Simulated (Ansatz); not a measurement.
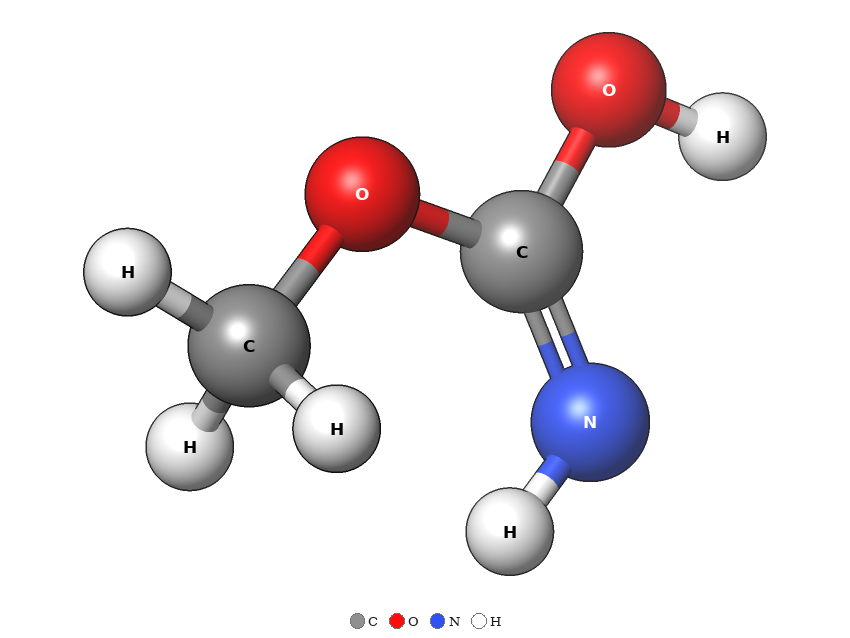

The picture shows a molecular structure as a ball-and-stick model.

> Count the atoms of each element.

C2H5NO2, 10 atoms: 2 carbon, 5 hydrogen, 1 nitrogen and 2 oxygen.

> What is the point group of this geometry?

Cs.

> Does it have rings?

It has no ring.

> Write the SMILES.

[H]/N=C(/O)OC

> How many bonds of each kind are drawn?

3 C–O, 3 C–H, 1 C–N, 1 N–H, 1 O–H.

The parts below concern this one geometry. Atoms keep their numbers from picture to picture. The computed structure is the end point of a PBE0-D4/def2-TZVP optimisation.

Geometry

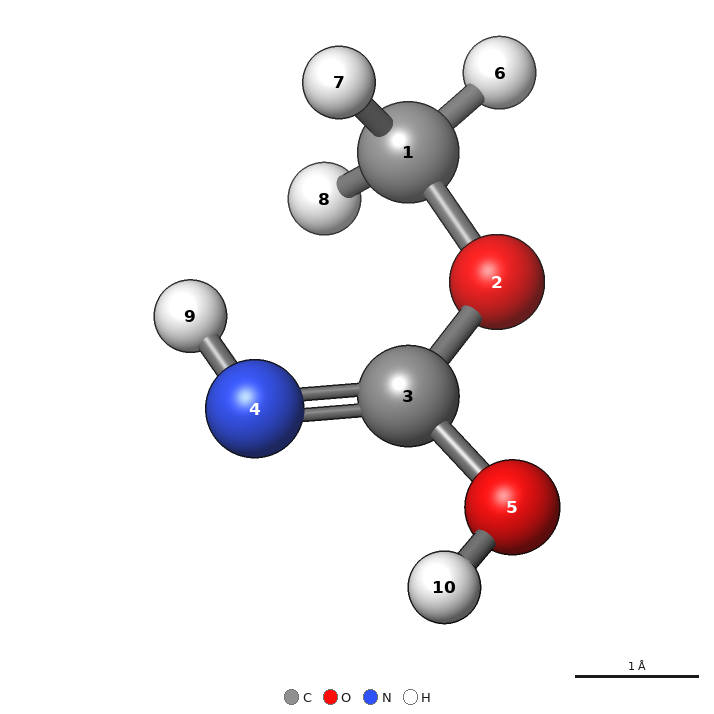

The atoms are numbered.

> What is the geometry at O5?

O5 has 2 neighbours (C3 at 1.33, H10 at 0.96 Å); the arrangement is bent.

> What is the geometry at N4?

N4 has 2 neighbours (C3 at 1.26, H9 at 1.01 Å); the arrangement is bent.

> Describe the coordination of atom 1.

C1 has 4 neighbours (O2 at 1.41, H6 at 1.09, H7 at 1.09, H8 at 1.09 Å); the arrangement is tetrahedral.

> Describe the coordination of atom 2.

O2 has 2 neighbours (C1 at 1.41, C3 at 1.34 Å); the arrangement is bent.

> What is the dihedral angle C1–O2–C3–N4?

0° in size, that is syn (eclipsed).

Levels of theory compared

Program: Ansatz 0.2.0.

Compare HOMO energy (eV), HOMO–LUMO gap (eV), dipole (D) at these levels: B3LYP-D4/def2-TZVPP; PBE-D4/def2-TZVPP; r2SCAN-D4/def2-TZVPP; ωB97M-V/def2-TZVPP.

| level | HOMO energy (eV) | HOMO–LUMO gap (eV) | dipole (D) |
| --- | --- | --- | --- |
| B3LYP-D4/def2-TZVPP | −7.52 | 8.19 | 2.01 |
| PBE-D4/def2-TZVPP | −6.34 | 6.54 | 1.89 |
| r2SCAN-D4/def2-TZVPP | −6.63 | 7.26 | 1.94 |
| ωB97M-V/def2-TZVPP | −10.09 | 12.57 | 2.02 |

Thermal motion

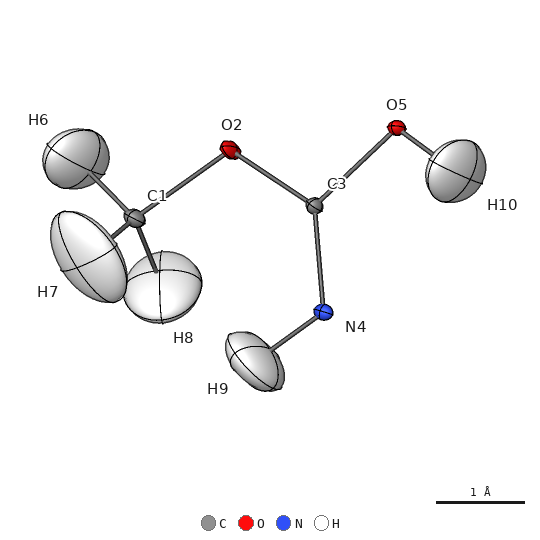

Displacement ellipsoids at the 50 % level, enlarged 2 times, from the internal vibrations of the free molecule (harmonic, no overall translation or rotation; no half-axis is drawn under 0.075 Å). Vibrations computed with RKS PBE0-D4/def2-TZVP (Ansatz 0.2.0). Temperature: 100 K.

Give the displacement parameters, one line for each set of equivalent atoms.

```json
{"atom": "C1", "U_eq (Å²)": "0.0017", "rms amplitudes (Å)": "0.032, 0.043, 0.047"}
{"atom": "O2", "U_eq (Å²)": "0.0020", "rms amplitudes (Å)": "0.027, 0.034, 0.065"}
{"atom": "C3", "U_eq (Å²)": "0.0012", "rms amplitudes (Å)": "0.030, 0.032, 0.041"}
{"atom": "N4", "U_eq (Å²)": "0.0011", "rms amplitudes (Å)": "0.026, 0.030, 0.040"}
{"atom": "O5", "U_eq (Å²)": "0.0012", "rms amplitudes (Å)": "0.027, 0.033, 0.042"}
{"atom": "H6", "U_eq (Å²)": "0.0195", "rms amplitudes (Å)": "0.081, 0.121, 0.193"}
{"atom": "H7, H8", "U_eq (Å²)": "0.0220", "rms amplitudes (Å)": "0.079, 0.146, 0.196"}
{"atom": "H9", "U_eq (Å²)": "0.0158", "rms amplitudes (Å)": "0.073, 0.132, 0.156"}
{"atom": "H10", "U_eq (Å²)": "0.0172", "rms amplitudes (Å)": "0.071, 0.124, 0.177"}
```

Charges

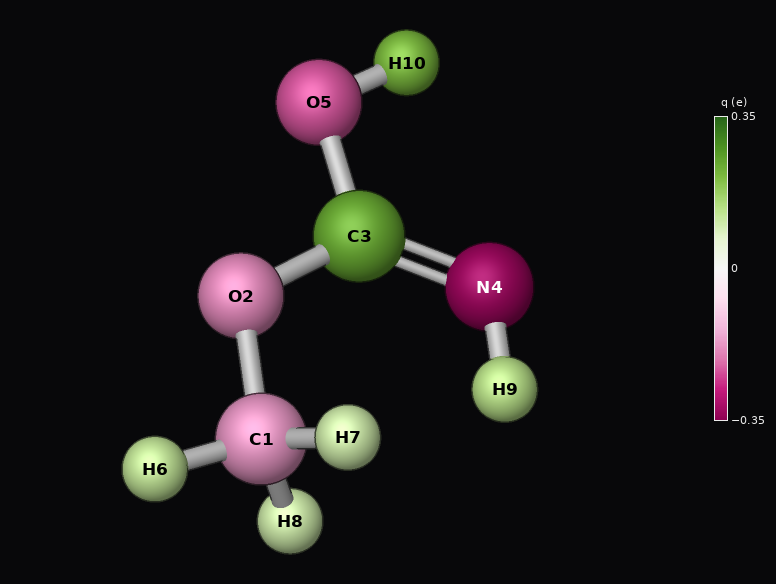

Atoms are coloured by their Mulliken charges. Properties computed with RKS PBE-D4/def2-TZVPP (Ansatz 0.2.0).

Give the Mulliken charges atom by atom.

```csv
atom,value (e)
C1,−0.17
O2,−0.19
C3,0.24
N4,−0.33
O5,−0.23
H6,0.12
H7,0.11
H8,0.11
H9,0.14
H10,0.22
```

Mulliken values depend strongly on the basis set and can even reverse the polarity of a bond.
